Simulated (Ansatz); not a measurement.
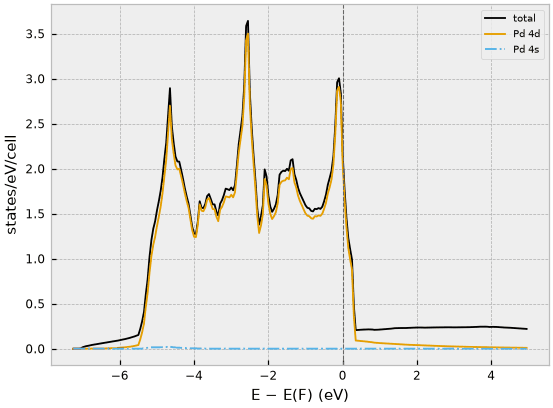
*Total and projected density of states of Pd (fcc (Cu type), space group No. 225), r²SCAN+D4 (plane waves, PAW; program Ansatz)*

Which orbitals carry the states next to the Fermi level?

Within 0.5 eV of the Fermi level: Pd 4d 93 %, outside the projected shells 7 %. Projections are on Löwdin-orthogonalised atomic valence shells; empty p or d shells of many metals are not among them.

Where is the tallest occupied peak in this window, and what makes it?

Near -2.5 eV, about 3.6 states/eV per cell; the largest projected share is Pd 4d.

Space group Fm-3m (fcc (Cu type)). The r²SCAN+D4 relaxation kept the symmetry of its start. The run is not spin-polarised. The pairwise dispersion correction was not fitted to metals. Scalar-relativistic: spin–orbit coupling is off unless named, which matters more the heavier the elements.

Potentials: the earlier of the program's two PAW sets.
